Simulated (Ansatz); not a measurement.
## Electronic structure of FH$_{4}$NSi···H$_{2}$ in real space

Input file:

```
crystal:
  periodic: [false, false, false]
  atoms:
    - {symbol: Si, position_ang: [-1.007129, -0.037286, 0.435846]}
    - {symbol: H, position_ang: [2.752537, -1.215938, -0.119802]}
    - {symbol: H, position_ang: [-1.261070, -1.435406, 0.025741]}
    - {symbol: H, position_ang: [-2.197182, 0.661096, 0.968991]}
    - {symbol: N, position_ang: [-0.440629, 0.824918, -0.909236]}
    - {symbol: H, position_ang: [2.317618, -0.933501, 0.417746]}
    - {symbol: F, position_ang: [0.033166, -0.124634, 1.656616]}
    - {symbol: H, position_ang: [0.228687, 0.429859, -1.548723]}
    - {symbol: H, position_ang: [-0.425897, 1.830993, -0.927178]}
basis:
  gaussian: {orbitals: def2-TZVPP}
hamiltonian: {xc: pbe0, dispersion: d4}
output: {orbitals: {seedname: orbitals}}
```

Command:

```sh
ansatz run in.yaml --threads 2 --pin off --events-out ev --progress --plain --max-ram 4352MiB
```

The product side of a reaction path; geometry: PBE0-D4/def2-TZVP.

Theory: RKS PBE0-D4/def2-TZVPP in Ansatz.

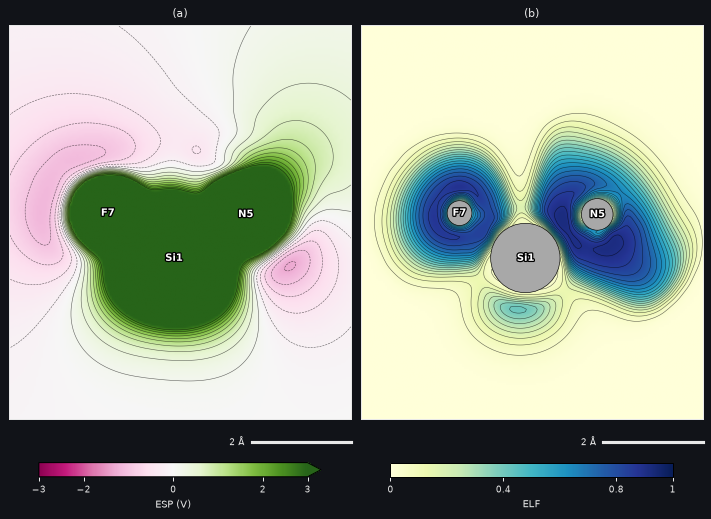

Figure 1. (a) electrostatic potential; (b) electron localisation function on the plane of atoms N5, Si1 and F7. Grey discs cover the atomic cores in the ELF map.

Describe what can be read from this map.

- The section cuts through Si, N and F sites.
- Si–F (1.61 Å): the ELF peaks at about 0.85 in the valence shell of F, 0.6 Å from its nucleus, and is about 0.50 at the midpoint.
- Si–N (1.70 Å): the ELF peaks at about 0.90 between the atoms (a polar covalent bond).
- The ELF also peaks beside N5 and F7, away from the bonds: lone-pair regions.
- Outside the dense part of the complex the potential is most negative (−1.3 V) near N5.

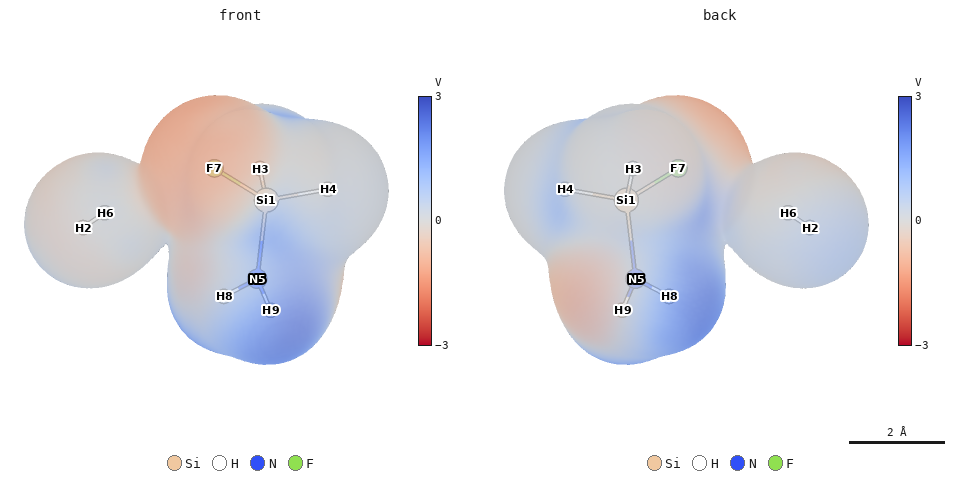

Figure 2. The molecular electrostatic potential painted on the density surface at 0.002 e/bohr³, seen from the front and from behind; red is negative and blue positive.

Which sites attract a positive test charge, and which a negative one?

A positive charge is drawn to the negative regions and a negative charge to the positive ones. The most negative region (about −1.1 V) lies over F7, the most positive (about +2.1 V) over H8 and H9.

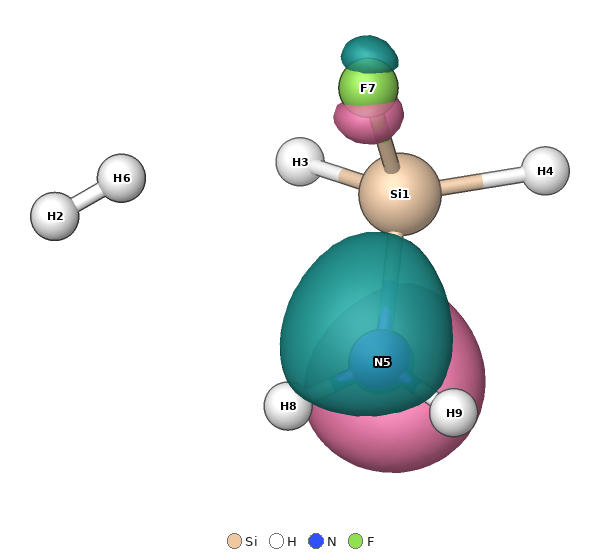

Figure 3. The HOMO at ±0.2 Å⁻³ᐟ² (teal and pink are the two phases), seen at a tilt.

Where does this orbital lie, and at what energy?

By Hirshfeld shares it lies mainly on N5 (about 70 %); largely a lone pair of N5. Its energy is −8.16 eV.
